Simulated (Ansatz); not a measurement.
Input

```
crystal:
  periodic: [false, false, false]
  atoms:
    - {symbol: N, position_ang: [0.004168, 0.111576, -3.568975]}
    - {symbol: N, position_ang: [-0.556805, 0.135744, -2.635754]}
    - {symbol: Si, position_ang: [0.692542, -0.254112, 0.967425]}
    - {symbol: N, position_ang: [-0.844881, 0.486616, 0.762198]}
    - {symbol: H, position_ang: [1.589256, 0.228607, -0.115220]}
    - {symbol: H, position_ang: [1.220961, 0.154000, 2.294896]}
    - {symbol: H, position_ang: [0.712997, -1.747663, 0.919650]}
    - {symbol: H, position_ang: [-1.517725, 0.449179, 1.510643]}
    - {symbol: H, position_ang: [-1.300412, 0.436153, -0.134962]}
basis:
  gaussian: {orbitals: "def2-TZVPPD.json"}
hamiltonian: {xc: pbe0, dispersion: d4}
output: {orbitals: {seedname: orbitals}}
```

Command:

```sh
ansatz run in.yaml --threads 4 --pin off --events-out ev --progress --plain --max-ram 9574MiB
```

Geometry: PBE0-D4/def2-TZVP.

These are results of Ansatz, RKS PBE0-D4/def2-TZVPPD, not measurements.

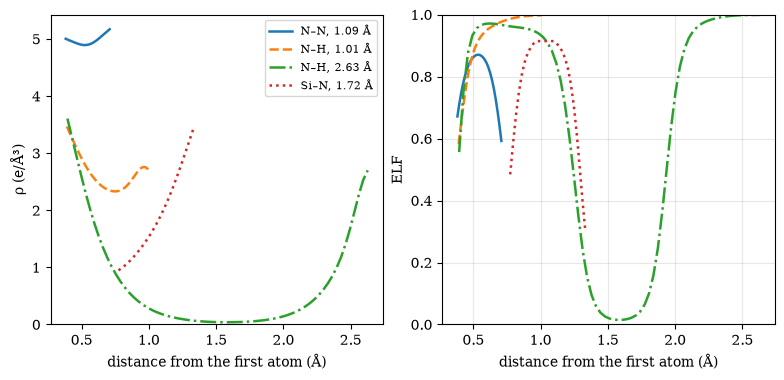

N2···H5NSi (SMILES N#N.[SiH3]N). Electron density and ELF along straight lines between neighbouring atoms. The curves leave out the atomic cores.

What kind of bonding do the profiles show?

N–N (1.09 Å): ρ is about 4.9 e/Å³ halfway; the ELF peaks at about 0.85 between the atoms; a multiple bond.
N–H (1.01 Å): ρ at the midpoint is about 2.9 e/Å³; the ELF climbs to about 1 towards the hydrogen, as it does in any bond to H: an ordinary covalent bond to hydrogen.
N2···H9 (2.63 Å): the density falls to about 0.04 e/Å³ on the way; the ELF dips to about 0 between them: a weak contact between the two molecules.
Si–N (1.72 Å): the density is about 1.1 e/Å³ at the midpoint; the ELF peaks at about 0.90 between the atoms, as expected for a polar covalent bond.
